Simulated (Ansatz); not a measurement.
CH6AlBS

Input file:

```
crystal:
  periodic: [false, false, false]
  atoms:
    - { symbol: C, position_ang: [-0.93267, 1.41629, -0.32347] }
    - { symbol: B, position_ang: [0.01081, 0.14902, -0.26352] }
    - { symbol: Al, position_ang: [0.38491, -1.36566, 1.11964] }
    - { symbol: S, position_ang: [1.10463, -0.14491, -1.63868] }
    - { symbol: H, position_ang: [-0.57645, 2.17412, 0.37779] }
    - { symbol: H, position_ang: [-0.98532, 1.88798, -1.30418] }
    - { symbol: H, position_ang: [-1.95055, 1.18482, -0.00803] }
    - { symbol: H, position_ang: [1.48934, -2.4081, 0.66231] }
    - { symbol: H, position_ang: [-0.24344, -1.63902, 2.52699] }
    - { symbol: H, position_ang: [1.69875, -1.25454, -1.14885] }
basis:
  gaussian: { orbitals: def2-SVP }
hamiltonian:
  xc: pbe
  dispersion: d4
relax:
  f_tol: 0.02
  max_steps: 50
output:
  orbitals: {}
```

Command:

```sh
ansatz run input.yaml --threads 2 --pin off --max-ram 3072MiB --backend cpu --events-out ev --progress --plain --runs-dir out
```

The fields are those of the relaxed geometry.

The calculation used RKS PBE-D4/def2-SVP in Ansatz.

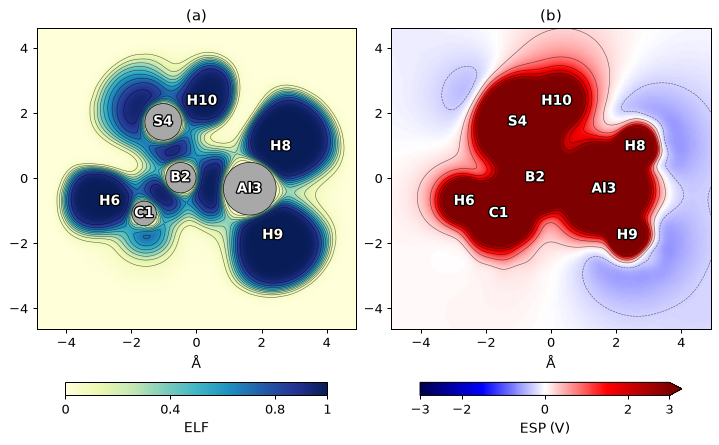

Figure 1. (a) ELF; (b) molecular electrostatic potential on the plane of atoms C1, B2 and Al3. Grey discs cover the atomic cores in the ELF map.

### What do the fields say about this system?

The section cuts through C, B, Al, S and H sites.
C–B (1.58 Å): the ELF peaks at about 0.95 between the atoms, as expected for localised, covalent bonding.
B–S (1.80 Å): the ELF peaks at about 0.95 between the atoms (localised, covalent bonding).
Al–B (2.14 Å): the ELF peaks at about 1 between the atoms (localised, covalent bonding).
C–H (1.11 Å): the ELF climbs to about 1 towards the hydrogen, as it does in any bond to H (an ordinary covalent bond to hydrogen).
S–H (1.37 Å): the ELF climbs to about 1 towards the hydrogen.
The ELF also peaks beside S4, away from the bonds: lone-pair regions.
Outside the dense part of the molecule the potential is most negative (−0.6 V) near H9.

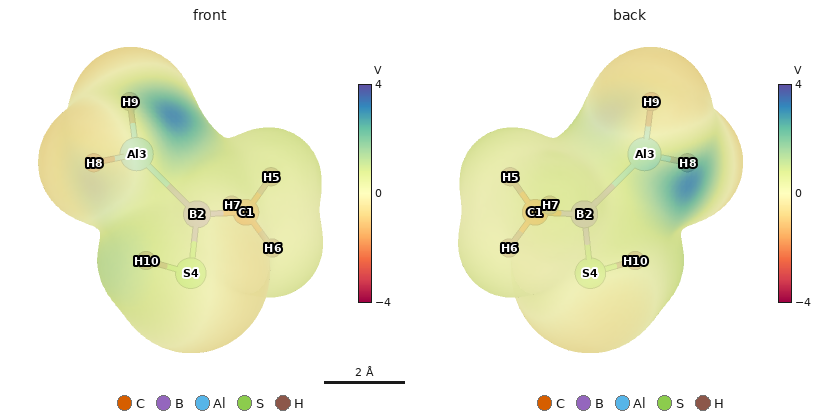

Figure 2. The electrostatic potential painted on the density surface at 0.002 e/bohr³, seen from the front and from behind; red is negative and blue positive.

### Which sites attract a positive test charge, and which a negative one?

A positive charge is drawn to the negative regions and a negative charge to the positive ones. The most negative region (about −0.6 V) lies over H8 and H9, the most positive (about +3.1 V) over Al3.

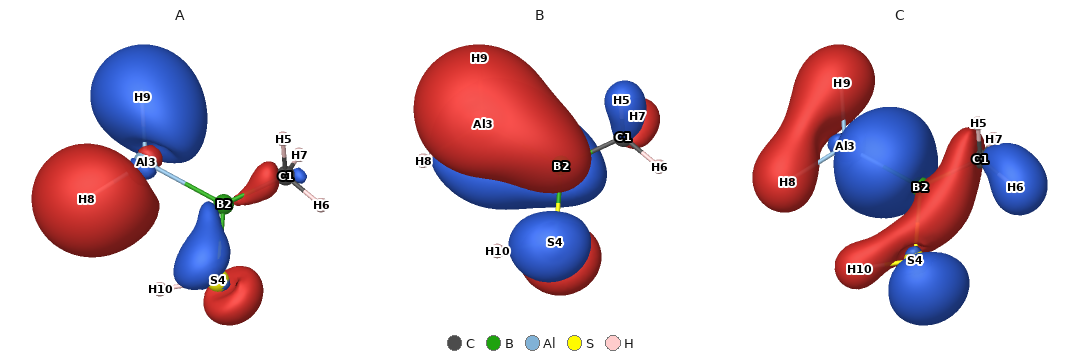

Figure 3. Three frontier orbitals at ±0.08 Å⁻³ᐟ² (red and blue are the two phases), in no order.

### Which picture is the HOMO−1, the HOMO and the LUMO?

A is the HOMO−1 (−6.90 eV). Its weight (Hirshfeld) is mainly on Al3 (about 35 %), H8 (about 30 %) and H9 (about 25 %). C is the HOMO (−5.89 eV). Its weight (Hirshfeld) is mainly on B2 (about 30 %), Al3 (about 25 %), S4 (about 15 %), H9 (about 10 %) and C1 (about 5 %). B is the LUMO (−3.03 eV). Its weight (Hirshfeld) is mainly on Al3 (about 50 %), B2 (about 25 %) and S4 (about 15 %).

### What is the HOMO–LUMO gap?

2.86 eV between the orbital energies.
